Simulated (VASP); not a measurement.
# Nb3Sn with PBEsol: from relaxation to properties, part 2 of 7

Aim: relax Nb3Sn, then compute properties on the relaxed cell. The start is a cell from a database of measured crystal structures.

VASP 6.6.1; PBEsol; plane waves and PAW (Nb_sv, Sn_d).

Still holding for the runs below: The k-mesh is coarse for a metal.

So far. Step 2 (Full relaxation (PBEsol)): It ends with forces that vanish by symmetry and a pressure of -0.04 GPa. The volume lies -1.8 % from that of the database's start, which holds the thermal and zero-point expansion of its experiment.

## (3) Second relaxation

A relaxation keeps the plane waves of the cell it began with, so it is repeated from the new cell, on a basis made for it.

Contents of INCAR:

```
SYSTEM = Nb3Sn
PREC = Accurate
ENCUT = 400
EDIFF = 1E-06
NELM = 100
ISMEAR = 1
SIGMA = 0.2
LREAL = .FALSE.
ALGO = Normal
GGA = PS
NBANDS = 65
LASPH = .TRUE.
LORBIT = 11
LWAVE = .FALSE.
LCHARG = .FALSE.
KPAR = 4
IBRION = 2
NSW = 60
ISIF = 3
EDIFFG = -0.01
```

Contents of POSCAR:

```
Nb3Sn
1.0
    5.2498892567      0.0000000000      0.0000000000
    0.0000000000      5.2498892567      0.0000000000
    0.0000000000      0.0000000000      5.2498892567
Nb Sn
6 2
Direct
    0.2500000000      0.0000000000      0.5000000000
    0.5000000000      0.7500000000      0.0000000000
    0.7500000000      0.0000000000      0.5000000000
    0.5000000000      0.2500000000      0.0000000000
    0.0000000000      0.5000000000      0.7500000000
    0.0000000000      0.5000000000      0.2500000000
    0.0000000000      0.0000000000      0.0000000000
    0.5000000000      0.5000000000      0.5000000000
```

Contents of KPOINTS:

```
Automatic mesh
0
Gamma
4 4 4
0 0 0
```

Potentials, in the order of the species: Nb_sv and Sn_d (PBE family, release 64).

Command:

```
$ mpirun -np 4 vasp_std
```

Output:

```text
[banner, memory and clock lines left out]
running    4 mpi-ranks, on    1 nodes
 distrk:  each k-point on    1 cores,    4 groups
 distr:  one band on    1 cores,    1 groups

 POSCAR found type information on POSCAR NbSn
 POSCAR found :  2 types and       8 ions
 [... a notice as in an earlier step ...]

 LDA part: xc-table for (Slater+PW92), standard interpolation
 POSCAR, INCAR and KPOINTS ok, starting setup
 FFT: planning ... GRIDC
 FFT: planning ... GRID_SOFT
 FFT: planning ... GRID
 WAVECAR not read
 entering main loop
       N       E                     dE             d eps       ncg     rms          rms(c)
DAV:   1     0.155770822978E+04    0.15577E+04   -0.44830E+04  1356   0.186E+03
DAV:   2     0.164307098523E+03   -0.13934E+04   -0.13599E+04  1316   0.685E+02
DAV:   3    -0.522585920296E+02   -0.21657E+03   -0.20721E+03  1721   0.231E+02
DAV:   4    -0.772667865907E+02   -0.25008E+02   -0.24366E+02  1960   0.706E+01
DAV:   5    -0.793567632928E+02   -0.20900E+01   -0.20766E+01  2368   0.180E+01    0.194E+01
DAV:   6    -0.762909013512E+02    0.30659E+01   -0.85829E+00  1800   0.143E+01    0.639E+00
DAV:   7    -0.759750107564E+02    0.31589E+00   -0.20532E+00  2032   0.663E+00    0.261E+00
DAV:   8    -0.759654331422E+02    0.95776E-02   -0.19168E-01  2056   0.222E+00    0.831E-01
DAV:   9    -0.759659332842E+02   -0.50014E-03   -0.28572E-02  1952   0.903E-01    0.328E-01
DAV:  10    -0.759662207249E+02   -0.28744E-03   -0.43906E-03  1984   0.335E-01    0.451E-02
DAV:  11    -0.759661999865E+02    0.20738E-04   -0.37553E-04  1848   0.112E-01    0.280E-02
DAV:  12    -0.759661907450E+02    0.92416E-05   -0.32804E-05  2176   0.301E-02    0.457E-03
DAV:  13    -0.759661899748E+02    0.77014E-06   -0.18640E-06  1160   0.776E-03
   1 F= -.75966190E+02 E0= -.75954610E+02  d E =-.759662E+02
 curvature:   0.00 expect dE= 0.000E+00 dE for cont linesearch  0.000E+00
 trial: gam= 0.00000 g(F)=  0.205E-47 g(S)=  0.578E-04 ort = 0.000E+00 (trialstep = 0.100E+01)
 search vector abs. value=  0.578E-04
 reached required accuracy - stopping structural energy minimisation
```

Wall time 28 s (4 MPI ranks of AMD EPYC 7R32 (Zen 2), shared host); peak memory 0.81 GiB; 95 s of CPU time.

From OUTCAR (step 3):

```text
  LATTYP: Found a simple cubic cell.
 ALAT       =     5.2498892567

 Found     10 irreducible k-points:

   ENCUT  =  400.0 eV  29.40 Ry    5.42 a.u.   8.56  8.56  8.56*2*pi/ulx,y,z

   NELECT =     106.0000    total number of electrons

 E-fermi :  11.5924

 k-point     1 :       0.0000    0.0000    0.0000
  band No.  band energies     occupation
    ...
     50      11.0164      2.00036
     51      11.0164      2.00036
     52      11.0164      2.00036
     53      11.5029      1.67964
     54      11.5029      1.67964
     55      14.0062     -0.00000
     56      14.0062     -0.00000
     57      14.0062     -0.00000
     58      14.1344     -0.00000
     59      15.1586     -0.00000
    ...

 k-point     2 :       0.2500    0.0000    0.0000
  band No.  band energies     occupation
    ...
     50      10.9630      2.00008
     51      11.0456      2.00076
     52      11.0456      2.00076
     53      11.5773      1.12715
     54      11.5835      1.07449
     55      13.3107     -0.00000
     56      13.8212     -0.00000
     57      13.8212     -0.00000
     58      14.5900     -0.00000
     59      14.6172     -0.00000
    ...

  Total       -0.0565392     -0.0565392     -0.0565392      0.0000000      0.0000000      0.0000000
  in kB       -0.6260508     -0.6260508     -0.6260508      0.0000000      0.0000000      0.0000000
  external PRESSURE =      -0.6260508 kB  Pullay stress =       0.0000000 kB

  energy-cutoff  :      400.00
  volume of cell :      144.69
      direct lattice vectors                 reciprocal lattice vectors
     5.249889257  0.000000000  0.000000000     0.190480208  0.000000000  0.000000000
     0.000000000  5.249889257  0.000000000     0.000000000  0.190480208  0.000000000
     0.000000000  0.000000000  5.249889257     0.000000000  0.000000000  0.190480208

 POSITION                                       TOTAL-FORCE (eV/Angst)
 -----------------------------------------------------------------------------------
      1.31247      0.00000      2.62494        -0.000000      0.000000     -0.000000
      2.62494      3.93742      0.00000         0.000000      0.000000     -0.000000
      3.93742      0.00000      2.62494         0.000000      0.000000      0.000000
      2.62494      1.31247      0.00000        -0.000000     -0.000000     -0.000000
      0.00000      2.62494      3.93742         0.000000     -0.000000     -0.000000
      0.00000      2.62494      1.31247        -0.000000      0.000000      0.000000
      0.00000      0.00000      0.00000         0.000000     -0.000000      0.000000
      2.62494      2.62494      2.62494         0.000000     -0.000000      0.000000
 -----------------------------------------------------------------------------------
    total drift:                                0.000000      0.000000     -0.000000

  FREE ENERGIE OF THE ION-ELECTRON SYSTEM (eV)
  ---------------------------------------------------
  free  energy   TOTEN  =       -75.9661899748 eV

  energy  without entropy=      -75.9314505787  energy(sigma->0) =      -75.95461018

 total charge
# of ion       s       p       d       tot
------------------------------------------
    1        2.187   6.001   2.547  10.734
    2        2.187   6.001   2.547  10.734
    3        2.187   6.001   2.547  10.734
    4        2.187   6.001   2.547  10.734
    5        2.187   6.001   2.547  10.734
    6        2.187   6.001   2.547  10.734
    7        1.089   1.478  10.067  12.633
    8        1.089   1.478  10.067  12.633
--------------------------------------------------
tot         15.297  38.962  35.413  89.672

[... 6 parts as in an earlier step ...]

[... 6 further parts left out ...]
```

Little changed from the start: no atom moved by 0.005 Å and no cell edge by 0.1 %.

This step gave:

* free energy (TOTEN): -75.9662 eV
* energy at zero smearing: -75.9546 eV
* pressure: -0.06261 GPa
* SCF cycles over all ionic steps: 13

It ends with forces that vanish by symmetry and a pressure of -0.06 GPa. The volume moved by under 0.01 %: the run met its threshold at the first step.

## (4) Single point with fields (PBEsol)

A single point on the relaxed cell gives a clean self-consistent state, with density, ELF and potential written out.

INCAR: that of step 3 with these lines changed.

```diff
@@ -14,7 +14,5 @@
 LWAVE = .FALSE.
-LCHARG = .FALSE.
-KPAR = 4
-IBRION = 2
-NSW = 60
-ISIF = 3
-EDIFFG = -0.01
+LCHARG = .TRUE.
+ISIF = 2
+LELF = .TRUE.
+LVHAR = .TRUE.
```

POSCAR is that of step 3.

KPOINTS is that of step 3.

Command:

```
$ mpirun -np 4 vasp_std
```

Output:

```text
[banner, memory and clock lines left out]
running    4 mpi-ranks, on    1 nodes
 distrk:  each k-point on    4 cores,    1 groups
 distr:  one band on    1 cores,    4 groups

 POSCAR found type information on POSCAR NbSn
 POSCAR found :  2 types and       8 ions
 [... a notice as in an earlier step ...]

 LDA part: xc-table for (Slater+PW92), standard interpolation
|                                                                             |
|           W    W    AA    RRRRR   N    N  II  N    N   GGGG   !!!           |
|           W    W   A  A   R    R  NN   N  II  NN   N  G    G  !!!           |
|           W    W  A    A  R    R  N N  N  II  N N  N  G       !!!           |
|           W WW W  AAAAAA  RRRRR   N  N N  II  N  N N  G  GGG   !            |
|           WW  WW  A    A  R   R   N   NN  II  N   NN  G    G                |
|           W    W  A    A  R    R  N    N  II  N    N   GGGG   !!!           |
|                                                                             |
|     The number of bands has been changed from the values supplied in        |
|     The orbitals not found in the WAVECAR file will be initialized with     |
|     random numbers, which is usually adequate. For correlated               |
|     calculations, however, you should redo the groundstate calculation.     |
|     I found NBANDS = 65. Now, NBANDS = 68.                                  |
|                                                                             |

 POSCAR, INCAR and KPOINTS ok, starting setup
 FFT: planning ... GRIDC
 FFT: planning ... GRID_SOFT
 FFT: planning ... GRID
 WAVECAR not read
 entering main loop
       N       E                     dE             d eps       ncg     rms          rms(c)
DAV:   1     0.153592721479E+04    0.15359E+04   -0.43956E+04  1448   0.178E+03
DAV:   2     0.155889845266E+03   -0.13800E+04   -0.13393E+04  1368   0.664E+02
DAV:   3    -0.542085523309E+02   -0.21010E+03   -0.20078E+03  1844   0.219E+02
DAV:   4    -0.774458605586E+02   -0.23237E+02   -0.22692E+02  2016   0.672E+01
DAV:   5    -0.793720983390E+02   -0.19262E+01   -0.19151E+01  2508   0.167E+01    0.194E+01
DAV:   6    -0.762960944099E+02    0.30760E+01   -0.81005E+00  1880   0.135E+01    0.641E+00
DAV:   7    -0.759755564642E+02    0.32054E+00   -0.20875E+00  2144   0.643E+00    0.262E+00
DAV:   8    -0.759658547616E+02    0.97017E-02   -0.16575E-01  2128   0.195E+00    0.993E-01
DAV:   9    -0.759660030567E+02   -0.14830E-03   -0.24304E-02  2016   0.822E-01    0.302E-01
DAV:  10    -0.759662033425E+02   -0.20029E-03   -0.38515E-03  2000   0.318E-01    0.403E-02
DAV:  11    -0.759661997373E+02    0.36052E-05   -0.33964E-04  2096   0.105E-01    0.285E-02
DAV:  12    -0.759661909153E+02    0.88220E-05   -0.25869E-05  2312   0.242E-02    0.499E-03
DAV:  13    -0.759661899602E+02    0.95514E-06   -0.14338E-06  1272   0.630E-03
   1 F= -.75966190E+02 E0= -.75954610E+02  d E =-.347394E-01
```

Elapsed: 27 s, on 4 MPI ranks; peak memory 0.47 GiB.

From OUTCAR (step 4):

```text
 Found     10 irreducible k-points:

   k-points           NKPTS =     10   k-points in BZ     NKDIM =     10   number of bands    NBANDS=     68

   NELECT =     106.0000    total number of electrons

 E-fermi :  11.5924

 k-point     1 :       0.0000    0.0000    0.0000
  band No.  band energies     occupation
    ...
     50      11.0164      2.00036
     51      11.0164      2.00036
     52      11.0164      2.00036
     53      11.5029      1.67965
     54      11.5029      1.67965
     55      14.0062     -0.00000
     56      14.0062     -0.00000
     57      14.0062     -0.00000
     58      14.1344     -0.00000
     59      15.1551     -0.00000
    ...

 k-point     2 :       0.2500    0.0000    0.0000
  band No.  band energies     occupation
    ...
     50      10.9630      2.00008
     51      11.0456      2.00076
     52      11.0456      2.00076
     53      11.5773      1.12715
     54      11.5835      1.07450
     55      13.3107     -0.00000
     56      13.8213     -0.00000
     57      13.8213     -0.00000
     58      14.5885     -0.00000
     59      14.6170     -0.00000
    ...

  Total       -0.0626167     -0.0626167     -0.0626167     -0.0000000      0.0000000      0.0000000
  in kB       -0.6933461     -0.6933461     -0.6933461     -0.0000000      0.0000000      0.0000000
  external PRESSURE =      -0.6933461 kB  Pullay stress =       0.0000000 kB

 POSITION                                       TOTAL-FORCE (eV/Angst)
 -----------------------------------------------------------------------------------
      1.31247      0.00000      2.62494        -0.000000     -0.000000     -0.000000
      2.62494      3.93742      0.00000        -0.000000     -0.000000     -0.000000
      3.93742      0.00000      2.62494         0.000000      0.000000      0.000000
      2.62494      1.31247      0.00000        -0.000000      0.000000     -0.000000
      0.00000      2.62494      3.93742         0.000000     -0.000000      0.000000
      0.00000      2.62494      1.31247        -0.000000      0.000000      0.000000
      0.00000      0.00000      0.00000        -0.000000     -0.000000      0.000000
      2.62494      2.62494      2.62494        -0.000000     -0.000000      0.000000
 -----------------------------------------------------------------------------------
    total drift:                                0.000000      0.000000     -0.000000

  FREE ENERGIE OF THE ION-ELECTRON SYSTEM (eV)
  ---------------------------------------------------
  free  energy   TOTEN  =       -75.9661899602 eV

  energy  without entropy=      -75.9314505705  energy(sigma->0) =      -75.95461016

 total charge
# of ion       s       p       d       tot
------------------------------------------
    1        2.187   6.001   2.547  10.734
    2        2.187   6.001   2.547  10.734
    3        2.187   6.001   2.547  10.734
    4        2.187   6.001   2.547  10.734
    5        2.187   6.001   2.547  10.734
    6        2.187   6.001   2.547  10.734
    7        1.089   1.478  10.067  12.633
    8        1.089   1.478  10.067  12.633
--------------------------------------------------
tot         15.297  38.961  35.413  89.672

[... 10 parts as in an earlier step ...]

[... 3 further parts left out ...]
```

Numbers from this step:

| Item | Value |
| --- | --- |
| SCF cycles | 13 |
| bands | 68 |
| pressure | -0.06933 GPa |

Valence electrons inside each PAW sphere by angular momentum. Sphere charges, by row:

```
atom  s (e)  p (e)  d (e)  tot (e)
 Nb1  2.187  6.001  2.547    10.73
 Nb2  2.187  6.001  2.547    10.73
 Nb3  2.187  6.001  2.547    10.73
 Nb4  2.187  6.001  2.547    10.73
 Nb5  2.187  6.001  2.547    10.73
 Nb6  2.187  6.001  2.547    10.73
 Sn7  1.089  1.478  10.07    12.63
 Sn8  1.089  1.478  10.07    12.63
```

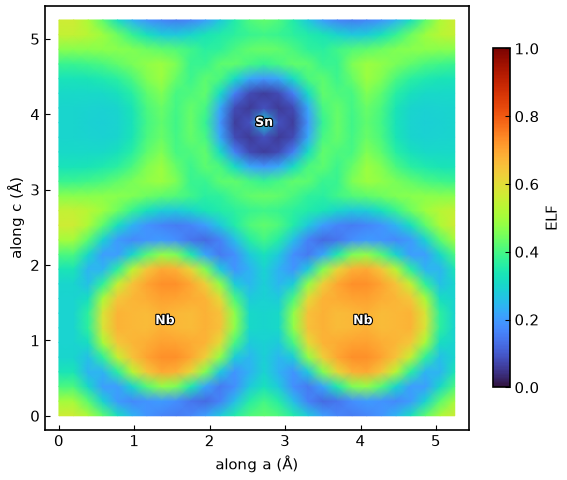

ELF in the ac plane at fractional y = 0.000, with atoms of Nb and Sn within 0.2 Å of it. It is the smooth field of the valence electrons, not physical close to the nuclei. The map starts off the cell's origin, so that atoms lie inside it.

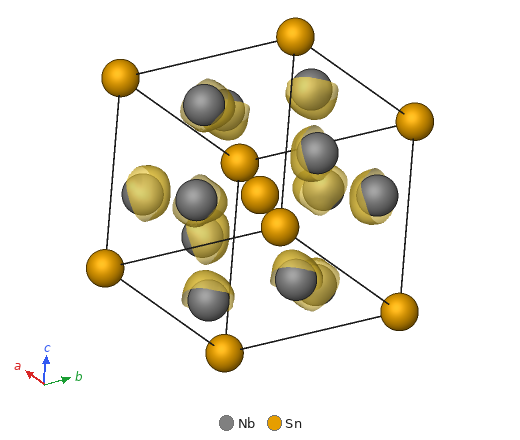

Surface of ELF = 0.66.

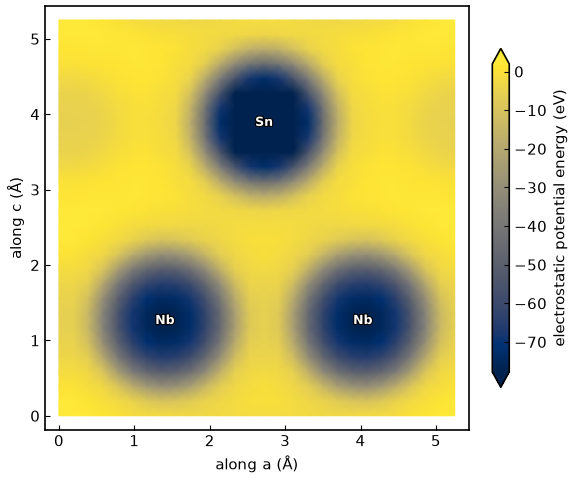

Electrostatic potential energy in the ac plane at fractional y = 0.000, with atoms of Nb and Sn within 0.2 Å of it. With pseudopotentials it is smooth inside the atoms' cores, unlike the true potential. The map starts off the cell's origin, so that atoms lie inside it.

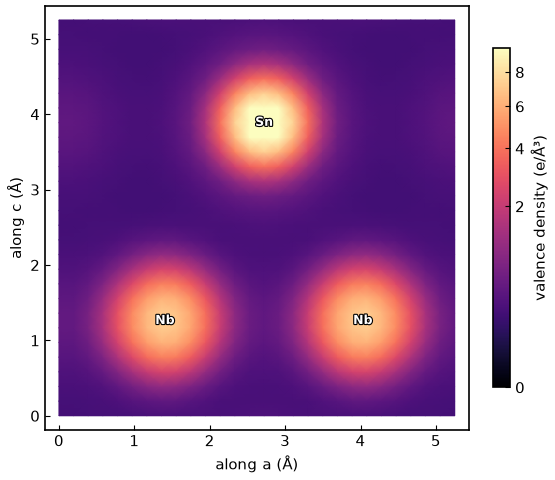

Valence density in the ac plane at fractional y = 0.000, with atoms of Nb and Sn within 0.2 Å of it. It is the smooth field of the valence electrons, not physical close to the nuclei. The map starts off the cell's origin, so that atoms lie inside it. The colour scale is stretched toward low values.

In this run the pressure is -0.07 GPa, small enough to go on.

[end of part 2 of 7]

[Lines on the potential files, build, host, timing and source positions are cut from VASP's logs without a mark.]

[Logs are printed without paths, hosts, clocks, repeated set-up lines and the standing remarks that a program may print on its own settings, such as how far it seeks lower states.]

[Hosts, paths, dates, database ids (printed as entryN), source tags and the programs' standing remarks are cut or masked in the printed files.]

[A measured line is paired with the nearest computed mode of its activity, which favours agreement.]
